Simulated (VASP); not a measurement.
Band structure of AlN (relaxed from the wurtzite structure, space group P6_3mc). Computed with r2SCAN meta-GGA, VASP's PBE PAW potentials (set 64) (plane waves; VASP).

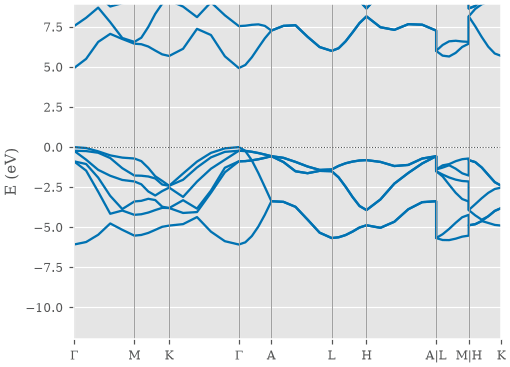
*Bands along high-symmetry lines, zero at the valence-band maximum or, without a gap, the Fermi level*

Problem. Read the plot: is there a gap, and where are the band edges?

Solution. The gap is direct, 4.93 eV, from the valence maximum at Γ to the conduction minimum at Γ.

The structure was generated: AlN was put into the wurtzite type (P6_3mc), which need not be its known phase. It was relaxed first.
